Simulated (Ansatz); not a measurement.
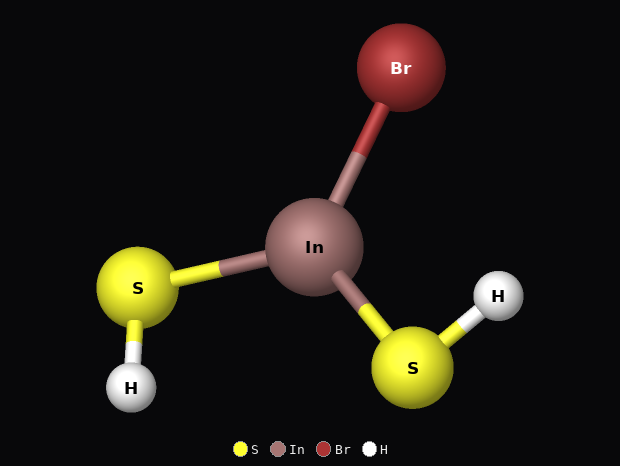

The picture shows a molecular structure as a ball-and-stick model. Every bond is drawn as one stick, whatever its order.

Count the atoms of each element.

BrH2InS2, 6 atoms: 1 bromine, 2 hydrogen, 1 indium and 2 sulfur.

How many bonds of each kind are drawn?

2 In–S, 2 S–H, 1 Br–In.

The parts below concern this one geometry. Atoms keep their numbers from picture to picture. Computed geometry: PBE0-D4/def2-TZVP optimisation.

Geometry

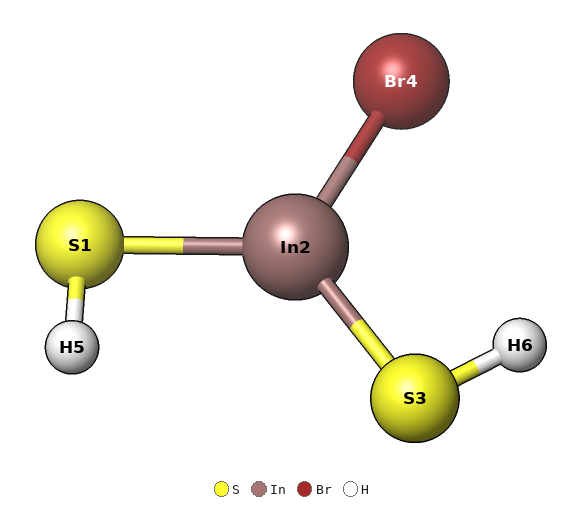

Atoms carry their numbers in the input.

List the bonds and their lengths.

```tsv
bond	length (Å)
S1–In2	2.364
S1–H5	1.345
In2–S3	2.368
In2–Br4	2.459
S3–H6	1.344
```

Vibrations

Harmonic vibrations computed with RKS PBE0-D4/def2-TZVP, core potentials on In (Ansatz 0.2.0) at a stationary point of the same level.

How many vibrational modes are there, and where do they lie?

12 modes: 71, 76, 92, 206, 241, 248, 345, 380, 669, 697, 2706, 2710 cm⁻¹.

Dipole moment

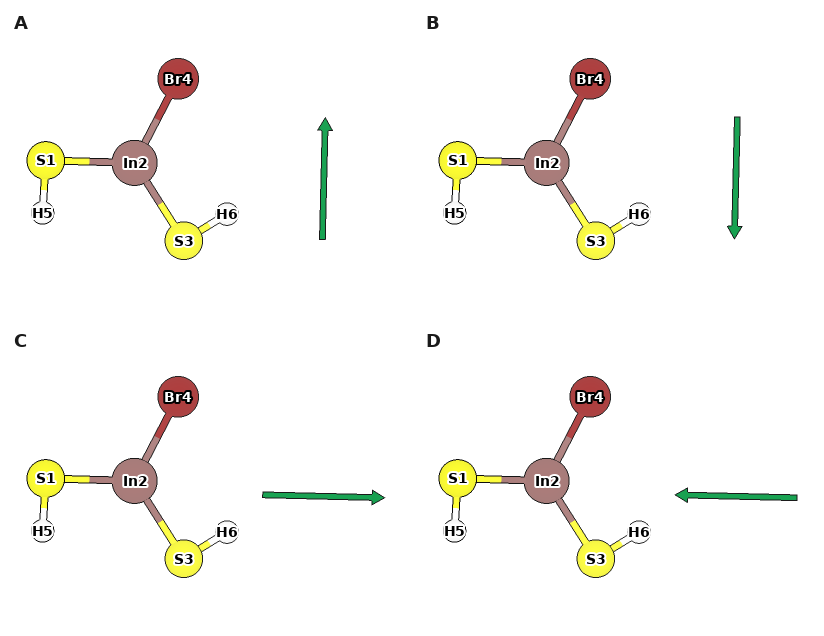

The same molecule four times, each with an arrow. Level of theory: RKS PBE0-D4/def2-TZVP, core potentials on In (Ansatz 0.2.0).

Which arrow points along the dipole moment, from the negative to the positive end?

B. The dipole moment is 1.43 D; it points from the side of Br4 to the side of S3 (the outermost atoms at the two ends).

Charges

The questions are on Mulliken charges. Properties computed with RKS r2SCAN-D4/def2-TZVPP, core potentials on In (Ansatz 0.2.0).

List the Mulliken charges.

```csv
atom,value (e)
S1,−0.33
In2,0.76
S3,−0.34
Br4,−0.34
H5,0.12
H6,0.13
```

Mulliken values depend strongly on the basis set and can even reverse the polarity of a bond.
